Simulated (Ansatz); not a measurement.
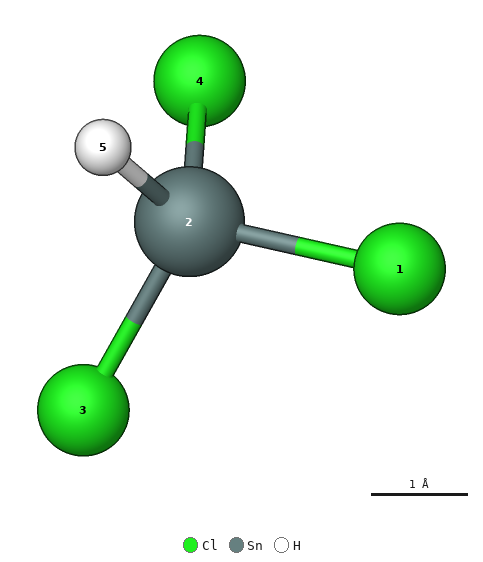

The structure as given in the input (ball-and-stick view, seen at a tilt; atoms are numbered from 1 in the order of the input). Sticks mark near contacts.

# Run report: SnHCl₃, geometry relaxation

SnHCl₃, SMILES [Cl][SnH]([Cl])[Cl], computed with RKS PBE-D4/def2-SVP (Ansatz 0.2.0).

The geometry: force-field start. Figures and captions count atoms from 1; the log counts them from 0 in places.

Log
```
Functional definition: PBE
  name "PBE"
  cite "Perdew, Burke & Ernzerhof, Phys. Rev. Lett. 77, 3865 (1996) doi:10.1103/PhysRevLett.77.3865"
  parent pbe
  parameter kappa = 0.804
  parameter beta = 0.06672455060314922
  exchange = pbe_x(kappa = kappa, mu = beta*pi^2/3)
  correlation = pbe_c(beta = beta)
934 factors; their error is unknown
mean field evaluation 1: about -43390.3724 eV, gradient 2.1e1 eV
mean field evaluation 2: about -43388.2485 eV, gradient 3.5e1 eV
mean field evaluation 4: about -43391.5829 eV, gradient 8.7e-1 eV
mean field evaluation 8: about -43391.5503 eV, gradient 1.3e-2 eV
mean field -43391.55028896 eV, -1594.6100612702 hartree, gradient 2.8e-5 eV, S^2 0.000000; 0 other end points of the search recorded, 0 dependent functions left out
the calculation of the forces begins
reference -43391.55032417 eV, -1594.6100625639 hartree; 37, 37 occupied and 48, 48 virtual orbitals, 934 factors
relax step   1: F+E_penalty+E_count = -43391.72739577 eV  Δ(F+E_penalty+E_count) = +0.000e0 eV  max|allowed force component| = 1.313e0 eV/Å  Δτ_max = 0.0000 Å  (23 SCF iters, accepted)
these checks for a lower state are left out or cut short: starts, cluster_reference, orbital_swaps, neighbouring_geometries, increment
934 factors; their error is unknown
mean field evaluation 16: about -43391.6397 eV, gradient 1.2e-1 eV
mean field -43391.60582875 eV, -1594.6121023196 hartree, gradient 8.8e-6 eV, S^2 0.000000; 0 other end points of the search recorded, 0 dependent functions left out
the calculation of the forces begins
reference -43391.60586393 eV, -1594.6121036126 hartree; 37, 37 occupied and 48, 48 virtual orbitals, 934 factors
relax step   2: F+E_penalty+E_count = -43391.78535058 eV  Δ(F+E_penalty+E_count) = -5.795e-2 eV  max|allowed force component| = 4.527e-1 eV/Å  Δτ_max = 0.0835 Å  (27 SCF iters, accepted)
these checks for a lower state are left out or cut short: starts, cluster_reference, orbital_swaps, neighbouring_geometries, increment
934 factors; their error is unknown
mean field -43391.61581205 eV, -1594.6124691992 hartree, gradient 6.4e-5 eV, S^2 0.000000; 0 other end points of the search recorded, 0 dependent functions left out
the calculation of the forces begins
reference -43391.61584730 eV, -1594.6124704946 hartree; 37, 37 occupied and 48, 48 virtual orbitals, 934 factors
relax step   3: F+E_penalty+E_count = -43391.79505852 eV  Δ(F+E_penalty+E_count) = -9.708e-3 eV  max|allowed force component| = 2.350e-2 eV/Å  Δτ_max = 0.0346 Å  (23 SCF iters, accepted)
934 factors; their error is unknown
mean field evaluation 32: about -43391.6479 eV, gradient 7.1e-1 eV
```

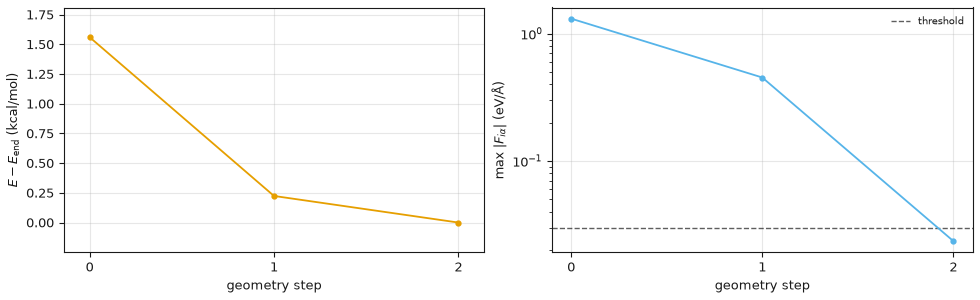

Progress of the relaxation, step by step (the first geometry is step 0 here and step 1 in the log).

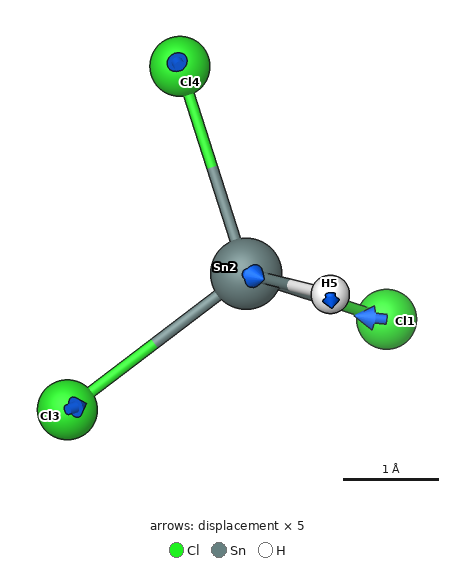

The starting structure with the displacements as blue arrows, magnified 5 times (ball-and-stick view, seen at a tilt). The two geometries are laid on each other by the best rigid fit. The energy falls by 1.56 kcal/mol in 2 geometry steps. Largest force component: 1.3 eV/Å at the start, 0.024 eV/Å at the end. The largest move after the best rigid fit is that of Cl1, 0.073 Å. Largest moves by element: Cl 0.073 Å, Sn 0.068 Å, H 0.035 Å. Distances before and after: Sn2–Cl4 2.294 → 2.351 Å, Sn2–H5 1.765 → 1.717 Å, Cl1–Sn2 2.391 → 2.351 Å, Sn2–Cl3 2.366 → 2.351 Å. Among the angles that change: Cl1–Sn2–Cl3 110.9° → 107.6°, Cl1–Sn2–H5 108.4° → 111.3°, Cl1–Sn2–Cl4 110.3° → 107.7°. (Atoms are counted from 1 in the order of the input.)

```
mean field -43391.61581205 eV, -1594.6124691992 hartree, gradient 6.4e-5 eV, S^2 0.000000; 1 other end points of the search recorded, 0 dependent functions left out
the calculation of the forces begins
reference -43391.61584730 eV, -1594.6124704946 hartree; 37, 37 occupied and 48, 48 virtual orbitals, 934 factors
Total energy: -43391.79509376 eV, -1594.6190576807 hartree
Atom 0 at     0.368231    -0.983360     2.042386 Å, force     0.000914     0.000428    -0.001811 eV/Å
Atom 1 at     0.154241    -0.023832    -0.093147 Å, force    -0.023502     0.008389     0.011804 eV/Å
Atom 2 at    -0.528916     2.207879     0.193243 Å, force     0.002558    -0.006960    -0.000701 eV/Å
Atom 3 at    -1.571526    -1.159256    -1.215207 Å, force    -0.001244    -0.000684     0.000295 eV/Å
Atom 4 at     1.627869    -0.115230    -0.968674 Å, force     0.021274    -0.001173    -0.009587 eV/Å
Dipole moment:     0.367175    -0.023270    -0.216794 e Å
```

Trajectory as extended XYZ (Å, eV, eV/Å), 3 frames, from step=1 to step=3
```
5
Properties=species:S:1:pos:R:3:forces:R:3 step=1 energy=-43391.72740
Cl    0.4147   -1.0278    2.0766   -0.1688   0.2521  -0.4091
Sn    0.0924   -0.0172   -0.0657    1.3129   0.2979   0.4003
Cl   -0.5329    2.2531    0.1593   -0.0059  -0.2179   0.0574
Cl   -1.5259   -1.1429   -1.2396   -0.7182  -0.4158  -0.3523
H     1.6016   -0.1390   -0.9720   -0.4199   0.0837   0.3037
5
Properties=species:S:1:pos:R:3:forces:R:3 step=2 energy=-43391.78535
Cl    0.3738   -0.9731    2.0285    0.0037  -0.0775   0.1151
Sn    0.1571   -0.0333   -0.1054   -0.4527   0.0081   0.0661
Cl   -0.5129    2.1978    0.1932   -0.0329   0.0401  -0.0119
Cl   -1.5922   -1.1691   -1.2176    0.1579   0.0858   0.0723
H     1.6241   -0.0961   -0.9401    0.3241  -0.0564  -0.2416
5
Properties=species:S:1:pos:R:3:forces:R:3 step=3 energy=-43391.79506
Cl    0.3682   -0.9834    2.0424    0.0009   0.0004  -0.0018
Sn    0.1542   -0.0238   -0.0931   -0.0235   0.0084   0.0118
Cl   -0.5289    2.2079    0.1932    0.0026  -0.0070  -0.0007
Cl   -1.5715   -1.1593   -1.2152   -0.0012  -0.0007   0.0003
H     1.6279   -0.1152   -0.9687    0.0213  -0.0012  -0.0096
```

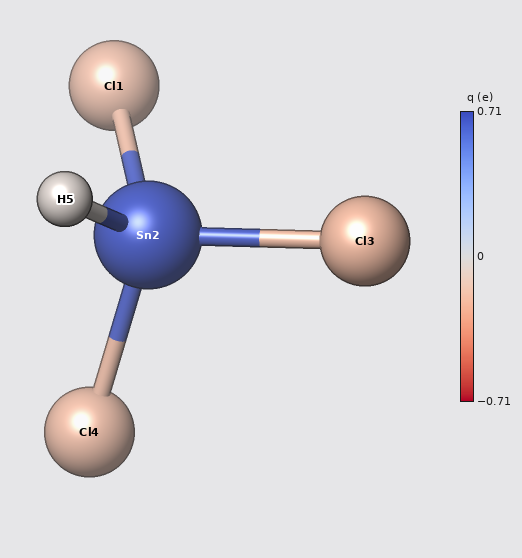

Mulliken charges, as the colour of each atom (ball-and-stick view, seen at a tilt; atoms are numbered from 1 in the order of the input). By element: Cl −0.22, Sn +0.67 and H −0.03 e.

The run was set up as follows.

The input
```yaml
crystal:
  periodic: [false, false, false]
  atoms:
    - {symbol: Cl, position_ang: [0.414700, -1.027800, 2.076600]}
    - {symbol: Sn, position_ang: [0.092400, -0.017200, -0.065700]}
    - {symbol: Cl, position_ang: [-0.532900, 2.253100, 0.159300]}
    - {symbol: Cl, position_ang: [-1.525900, -1.142900, -1.239600]}
    - {symbol: H, position_ang: [1.601600, -0.139000, -0.972000]}
basis:
  gaussian: {orbitals: def2-SVP}
hamiltonian: {xc: pbe, dispersion: d4}
relax: {f_tol: 0.03, max_steps: 200}
```

Launch command:
```bash
ansatz run in.yaml --threads 4 --pin off --events-out ev --progress --plain --max-ram 10444MiB
```

Summary

| quantity | value |
| --- | --- |
| outcome | converged |
| total energy | −43391.7951 eV |
| mean-field energy | −43391.6158 eV |
| dispersion energy | −0.1792 eV |
| SCF solution under orbital rotations | stable |
| largest force (length of the vector) at the end | 0.028 eV/Å |
| dipole moment | 2.05 D |
| hardware | 4 threads of Arm Neoverse V2, 23 GiB of memory available, shared host |
| wall time | 2.4 s (CPU time 8.5 s) |
| peak memory | 0.13 GiB |
